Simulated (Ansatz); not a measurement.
# Formation energy and levels of the self-interstitial F_i (4-fold void) in YF3 (Pnma)

Wanted: the transition levels of a self-interstitial in YF3 (Pnma), from a cell of 64 host atoms with 1 F put in.

Program: Ansatz 0.2.0. Level of theory: place-levels on PBEsol runs: charge-transition levels and formation energies with image-charge correction and potential alignment at the atomic sites. Results are calculated unless marked as measured.

### Step 1. The structure

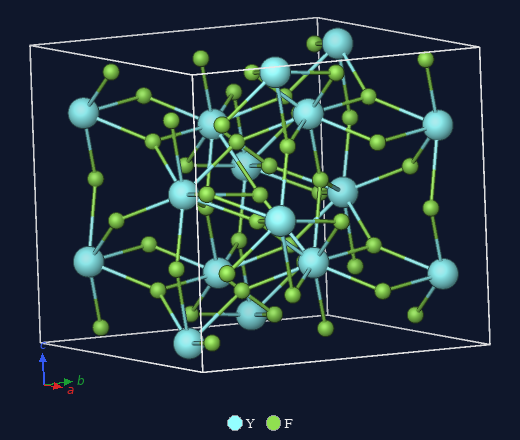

Start, viewed from a free direction; yttrium teal, fluorine green.

The cell holds 65 atoms: 16 Y and 49 F. Its edges and angles: a = 9.320 Å, b = 9.320 Å, c = 8.738 Å, α = 90.0°, β = 90.0°, γ = 85.6°. It derives from YF3 (space group Pnma). Nearest the centre at fractional (0.287, 0.217, 0.002): F65 at 0.00 Å, F9 at 1.80 Å, F43 at 1.81 Å, F53 at 1.81 Å, F19 at 1.82 Å, F63 at 2.27 Å, Y7 at 2.59 Å, Y37 at 2.59 Å.

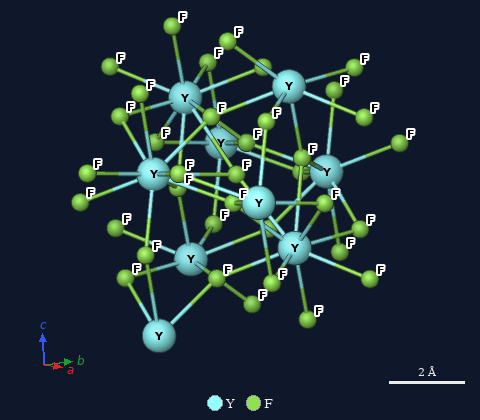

The atoms within 5 Å of the centre.

As a file:

```xyz
65
Lattice="6.3310 6.8394 0.0000 -6.3310 6.8394 0.0000 0.0000 0.0000 8.7381" Properties=species:S:1:pos:R:3 pbc="T T T"
Y    -2.3368    5.1295    4.1010
Y     3.9943    5.1295    4.1010
Y    -0.8287    1.7098    1.9165
Y    -0.8287    8.5492    1.9165
Y     0.8287    5.1295    2.4525
Y     0.8287   11.9689    2.4525
Y    -3.9943    8.5492    0.2680
Y     2.3368    8.5492    0.2680
F     1.0450    2.9878    1.6515
F     1.0450    9.8272    1.6515
F     2.1205    3.8515    3.8360
F     2.1205   10.6909    3.8360
F    -2.1205    7.2712    0.5330
F     4.2105    7.2712    0.5330
F    -1.0450    6.4075    2.7175
F     5.2860    6.4075    2.7175
F    -3.0192    8.5492    2.5753
F     3.3118    8.5492    2.5753
F    -0.1463    5.1295    0.3908
F    -0.1463   11.9689    0.3908
F     0.1463    1.7098    3.9782
F     0.1463    8.5492    3.9782
F    -3.3118    5.1295    1.7937
F     3.0192    5.1295    1.7937
F    -5.2860    7.2712    1.6515
F     1.0450    7.2712    1.6515
F    -4.2105    6.4075    3.8360
F     2.1205    6.4075    3.8360
F    -2.1205    2.9878    0.5330
F    -2.1205    9.8272    0.5330
F    -1.0450    3.8515    2.7175
F    -1.0450   10.6909    2.7175
Y    -2.3368    5.1295    8.4700
Y     3.9943    5.1295    8.4700
Y    -0.8287    1.7098    6.2855
Y    -0.8287    8.5492    6.2855
Y     0.8287    5.1295    6.8216
Y     0.8287   11.9689    6.8216
Y    -3.9943    8.5492    4.6370
Y     2.3368    8.5492    4.6370
F     1.0450    2.9878    6.0206
F     1.0450    9.8272    6.0206
F     2.1205    3.8515    8.2051
F     2.1205   10.6909    8.2051
F    -2.1205    7.2712    4.9020
F     4.2105    7.2712    4.9020
F    -1.0450    6.4075    7.0865
F     5.2860    6.4075    7.0865
F    -3.0192    8.5492    6.9444
F     3.3118    8.5492    6.9444
F    -0.1463    5.1295    4.7598
F    -0.1463   11.9689    4.7598
F     0.1463    1.7098    8.3472
F     0.1463    8.5492    8.3472
F    -3.3118    5.1295    6.1627
F     3.0192    5.1295    6.1627
F    -5.2860    7.2712    6.0206
F     1.0450    7.2712    6.0206
F    -4.2105    6.4075    8.2051
F     2.1205    6.4075    8.2051
F    -2.1205    2.9878    4.9020
F    -2.1205    9.8272    4.9020
F    -1.0450    3.8515    7.0865
F    -1.0450   10.6909    7.0865
F     0.4424    3.4526    0.0151
```

The host's dielectric constants go in as inputs: (2.82, 2.74, 2.68) for the electrons alone, (10.04, 9.91, 15.72) with the ions, from a response run on this crystal (DFPT, PBEsol) at that run's own cell.

The cell's shortest repeat is 8.7 Å.

### Step 2. Charge states

A transition level is the Fermi level at which two charge states cost the same, so each charge needs its own total energy, at its own relaxed structure.

Each atom starts 0.05 Å or so off its site in a random direction. Forces are taken at one point at (¼, ¼, ¼). The cell holds 1 electron more than the neutral one, with a uniform background that keeps it neutral on the whole.

The sampling was tested on the host first: at the k-points planned (1x1x1 shifted 0.25 0.25 0.25) its energy lies 0.000 eV an atom from the dense-mesh value, under the bound of 0.02 eV set for this test; that bounds the host's error, not the defect's.

One state's input; the others differ in charge, spin, start and seed, and in occupations where the table says so.

File qm1.relax/input.yaml:

```yaml
crystal:
  lattice:
    - [6.33103595, 6.83936158, 0.0]
    - [-6.33103595, 6.83936158, 0.0]
    - [0.0, 0.0, 4.36903083]
  atoms:
    - { symbol: "Y", position: [0.19045052, 0.55954948, 0.93865484] }
    - { symbol: "Y", position: [0.69045052, 0.05954948, 0.93865484] }
    - { symbol: "Y", position: [0.05954948, 0.19045052, 0.43865484] }
    - { symbol: "Y", position: [0.55954948, 0.69045052, 0.43865484] }
    - { symbol: "Y", position: [0.44045052, 0.30954948, 0.56134516] }
    - { symbol: "Y", position: [0.94045052, 0.80954948, 0.56134516] }
    - { symbol: "Y", position: [0.30954948, 0.94045052, 0.06134516] }
    - { symbol: "Y", position: [0.80954948, 0.44045052, 0.06134516] }
    - { symbol: F, position: [0.30095837, 0.13589913, 0.3780092] }
    - { symbol: F, position: [0.80095837, 0.63589913, 0.3780092] }
    - { symbol: F, position: [0.44904163, 0.11410087, 0.8780092] }
    - { symbol: F, position: [0.94904163, 0.61410087, 0.8780092] }
    - { symbol: F, position: [0.36410087, 0.69904163, 0.1219908] }
    - { symbol: F, position: [0.86410087, 0.19904163, 0.1219908] }
    - { symbol: F, position: [0.38589913, 0.55095837, 0.6219908] }
    - { symbol: F, position: [0.88589913, 0.05095837, 0.6219908] }
    - { symbol: F, position: [0.38655222, 0.86344778, 0.58945129] }
    - { symbol: F, position: [0.88655222, 0.36344778, 0.58945129] }
    - { symbol: F, position: [0.36344778, 0.38655222, 0.08945129] }
    - { symbol: F, position: [0.86344778, 0.88655222, 0.08945129] }
    - { symbol: F, position: [0.13655222, 0.11344778, 0.91054871] }
    - { symbol: F, position: [0.63655222, 0.61344778, 0.91054871] }
    - { symbol: F, position: [0.11344778, 0.63655222, 0.41054871] }
    - { symbol: F, position: [0.61344778, 0.13655222, 0.41054871] }
    - { symbol: F, position: [0.11410087, 0.94904163, 0.3780092] }
    - { symbol: F, position: [0.61410087, 0.44904163, 0.3780092] }
    - { symbol: F, position: [0.13589913, 0.80095837, 0.8780092] }
    - { symbol: F, position: [0.63589913, 0.30095837, 0.8780092] }
    - { symbol: F, position: [0.05095837, 0.38589913, 0.1219908] }
    - { symbol: F, position: [0.55095837, 0.88589913, 0.1219908] }
    - { symbol: F, position: [0.19904163, 0.36410087, 0.6219908] }
    - { symbol: F, position: [0.69904163, 0.86410087, 0.6219908] }
  supercell: [1, 1, 2]
  defects:
    - { interstitial: { symbol: F, position: [0.287349, 0.217469, 0.00173] } }
total_charge: -1
basis:
  ecutwfc: 420
  xc_grid: 2
hamiltonian:
  xc: pbesol
kpoints:
  mp_grid: { grid: [1, 1, 1], shift: [0.25, 0.25, 0.25] }
scf:
  occupations: { method: fixed }
  max_iter: 60
output:
  forces: true
  charged_corrections: { epsilon: [2.82, 2.74, 2.68], static_epsilon: [10.04, 9.91, 15.72] }
relax:
  f_tol: 0.02
  max_steps: 80
  random_displacement: { amplitude: 0.05, seed: 9635 }
checkpoint:
  write: "../qm1.relax.run"
  compress: false
  write_wavefunctions: true
  write_every: 100000
```

Command:

```
$ ansatz run input.yaml --threads 4 --pin off --max-ram 7536MiB --backend cpu --events-out ev --progress --plain --runs-dir out
```

The relaxed structure is kept and the sampling changed to a 2×2×2 shifted mesh.

The run of this state that the levels use, under PBEsol:

File qm1.point/input.yaml:

```yaml
crystal:
  checkpoint: "../qm1.relax.run"
  host: checkpoint
total_charge: -1
basis:
  ecutwfc: 420
  xc_grid: 2
hamiltonian:
  xc: pbesol
kpoints:
  mp_grid: { grid: [2, 2, 2], shift: [0.5, 0.5, 0.5] }
scf:
  occupations: { method: fermi_dirac, width: 0.01 }
  max_iter: 60
output:
  forces: true
  eigenvalues: true
  charged_corrections:
    epsilon: [2.82, 2.74, 2.68]
    static_epsilon: [10.04, 9.91, 15.72]
    defect_position: [0.287349, 0.217469, 0.00173]
  eigenstates: { localisation: true }
  populations: true
  band_densities: [{ bands: [v1, v1] }, { bands: [c1, c1] }]
  write_density: true
  write_potential: true
  volumetric_format: npy
checkpoint:
  read: "../qm1.relax.run"
  write: "../qm1.point.run"
  compress: false
  write_wavefunctions: false
  write_every: 100000
```

Relaxations under PBEsol at one point at (¼, ¼, ¼); times on 4 threads of AMD EPYC 7R13 (Zen 3), shared host:

```tsv
charge	moment (μB)	occupations	outcome	steps	largest displacement against the far atoms (Å)	time
−1	0	fixed	converged	21	2.05	2.7 min
0	1	fixed	converged	21	1.22	5.9 min
+1	0	fixed	converged	7	0.44	85 s
+1	2	fixed	converged	6	0.44	2.1 min
```

Single points under PBEsol at a 2×2×2 shifted mesh; times on 4 threads of AMD EPYC 7R13 (Zen 3), shared host:

```tsv
charge	moment (μB)	occupations	outcome	time
−1	0	fermi-dirac	converged	40 s
0	1	fermi-dirac	converged	1.8 min
+1	0	fermi-dirac	converged	45 s
+1	2	fermi-dirac	converged	87 s
```

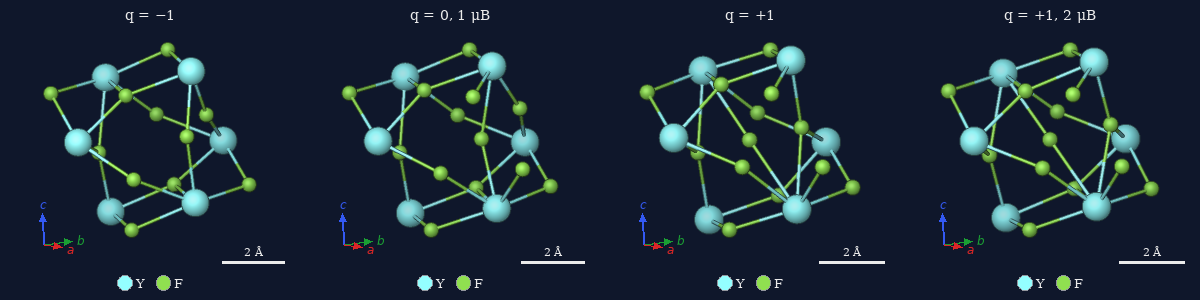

The structures near the centre after relaxation with PBEsol, by charge.

Distances (Å) from F65 to the nearest atoms after relaxation with PBEsol:

```tsv
charge	moment (μB)	1.	2.	3.	4.	5.	6.
−1	0	Y 2.16	F 2.22	F 2.22	F 2.27	Y 2.34	F 2.36
0	1	F 1.88	F 2.08	Y 2.26	F 2.39	Y 2.41	F 2.47
+1	0	F 1.70	F 1.70	F 2.28	F 2.28	F 2.35	F 2.35
+1	2	F 2.00	F 2.00	F 2.06	F 2.07	F 2.37	F 2.37
```

### Step 3. Placing the levels, PBEsol

A charged cell interacts with its images and the background, and its potential has another zero than the host's. place-levels removes the first by a point-charge model, screened by the static dielectric constant since the ions have relaxed around the charge, and the second by comparing potentials at atoms far from the defect.

The host is a run of the defect-free crystal in the same cutoffs, grids and k-points, so that basis and sampling errors cancel in part in the differences. Its band edges come from a run of the primitive cell that searches the zone for them. The host is run in a cell of 32 atoms on a matching mesh. Chemical potentials are energies per atom of F (F2 molecule), run with the same functional and cutoff.

File levels.point.yaml:

```yaml
host:
  run: host.point.run
  levels_from: { run: edges.point.run }
states: [qm1.point.run, q0_M1.point.run, qp1.point.run, qp1_M2.point.run]
geometry_from:
  qm1.point.run: qm1.relax.run
  q0_M1.point.run: q0_M1.relax.run
  qp1.point.run: qp1.relax.run
  qp1_M2.point.run: qp1_M2.relax.run
  host.point.run: host.relax.run
chemical_potentials:
  F:
    energy: -797.642924
    dataset: <sha256 of the dataset>
epsilon: [2.82, 2.74, 2.68]
static_epsilon: [10.04, 9.91, 15.72]
vertical:
  - { from: qm1.point.run, to: qm1.point_neutral.run }
  - { from: qp1.point.run, to: qp1.point_neutral.run }
  - { from: qp1_M2.point.run, to: qp1_M2.point_neutral.run }
```

Command:

```
$ ansatz place-levels levels.point.yaml -- --threads 4 --pin off --max-ram 7536MiB
```

Numbers of over 12 decimals in the logs are rounded to 6 here.

What it wrote:

```text
[... repeated set-up lines and file paths are left out, and long positions are rounded to six places ...]
(+1/0) 0.021 eV beneath the valence edge, in the valence band
(0/-1) 1.377 eV above the valence edge, 6.508 eV under the conduction edge
formation energy of charge +1: +1.585 eV with the Fermi level at the valence edge
formation energy of charge 0: +1.564 eV with the Fermi level at the valence edge
formation energy of charge -1: +2.941 eV with the Fermi level at the valence edge
vertical -1 to 0: no energy, since no alignment is typed
  the change from vertical[0].from (qm1.point.run) to vertical[0].to (qm1.point_neutral.run): by its potential at epsilon [2.82, 2.74, 2.68] it stands at 0.476 0.269 0.928, with an rms radius of about 3.7 Å (2.1 2.1 2.3 Å across the planes of the cell's [...]
vertical +1 to 0: no energy, since no alignment is typed
  the change from vertical[1].from (qp1.point.run) to vertical[1].to (qp1.point_neutral.run): by its potential at epsilon [2.82, 2.74, 2.68] it stands at 0.250 0.249 1.000, with an rms radius of about 1.4 Å (0.9 1.0 0.3 Å across the planes of the cell's [...]
vertical +1 to 0: no energy, since no alignment is typed
  the change from vertical[2].from (qp1_M2.point.run) to vertical[2].to (qp1_M2.point_neutral.run): by its potential at epsilon [2.82, 2.74, 2.68] it stands at 0.252 0.248 0.002, with an rms radius of about 2.1 Å (0.8 1.2 1.6 Å across the planes of the cell's [...]
  edges by pbesol of host.levels_from (edges.point.run), its mesh sampled to repeats of 26.21 Å (the valence edge +0.003 eV and the conduction edge -0.054 eV from those of the host's own run), gap 7.885 eV; the host is sampled to repeats of 25.32 Å
  the defect's cells are sampled to repeats of 25.32 Å, like sampling
  charge +1: -100075.8193 eV with its correction of +0.276 eV, at epsilon [10.04, 9.91, 15.72], aligned at sites: +0.0879 eV, mean over 33 atomic sites at or beyond 4.37 Å from the defect at [0.2873, 0.2175, 0.0017], with -0.002332 for the charge's moments [...]
  charge 0: +0.000 eV for its dipole among its images, +0.000 omitted
  charge -1: -100063.3561 eV with its correction of +0.010 eV, at epsilon [10.04, 9.91, 15.72], aligned at sites: +0.1772 eV, mean over 33 atomic sites at or beyond 4.37 Å from the defect at [0.2873, 0.2175, 0.0017], with +0.006799 for the charge's moments [...]
  charge +1: states[2] (qp1.point.run) stands 0.044 eV higher, with a moment of 0.00 μB against 2.00
  of states[3] (qp1_M2.point.run): it parts from the run at its places by a charge that spreads by about 1.6 Å along one vector (1.5 Å or more is wide), by its potential at epsilon [2.82, 2.74, 2.68], taken for that of held ions (one typed too small widens [...]
  of states[1] (q0_M1.point.run): its alignment with the host at atomic sites is doubtful: the mean over the far sites moves by -0.0528 eV from their farther parts to their nearer, more than 0.05 eV. [...]
  of states[0] (qm1.point.run): it parts from the run at its places by a charge that spreads by about 2.3 Å along one vector (1.5 Å or more is wide), by its potential at epsilon [2.82, 2.74, 2.68], taken for that of held ions (one typed too small widens it), [...]
  of states[2] (qp1.point.run): its alignment with the host at atomic sites is doubtful: the mean over the far sites moves by -0.0509 eV from their farther parts to their nearer, more than 0.05 eV. [...]
  of vertical[0].from (qm1.point.run): it parts from the run at its places by a charge that spreads by about 2.3 Å along one vector (1.5 Å or more is wide), by its potential at epsilon [2.82, 2.74, 2.68], taken for that of held ions (one typed too small [...]
  vertical[0].to (qm1.point_neutral.run): levels filled in part (TS 0.007 eV): its energy is of no whole electron's
  of vertical[1].from (qp1.point.run): its displacements don't fall off away from the defect: farther atoms stand 0.05 Å off the host's places. [...]
  of vertical[1].to (qp1.point_neutral.run): its displacements don't fall off away from the defect: farther atoms stand 0.05 Å off the host's places. [...]
  of vertical[2].from (qp1_M2.point.run): stability_check_not_made; [...]
  of vertical[2].to (qp1_M2.point_neutral.run): it set out from the moments of a save, which an earlier run chose (saved_moments_taken)
```

Elapsed: 0.5 s, on 4 threads of AMD EPYC 7R13 (Zen 3), shared host.

(Part 1 of 2 ends here.)

[Logs are printed without paths, hosts, clocks, repeated set-up lines and the standing remarks that a program may print on its own settings, such as how far it seeks lower states.]

[Hosts, paths, dates, database ids (printed as entryN), source tags and the programs' standing remarks are cut or masked in the printed files.]

[Where a table of states has a column of steps, it counts the stored structures, which are thinned; the runs took as many ionic steps or more.]

[A defect's name tells the site on which it was built; relaxed atoms can leave that site.]

[For some hosts the program warned that the k-mesh of the response run may be too coarse for force constants and the static dielectric constant; such warnings are not shown here.]
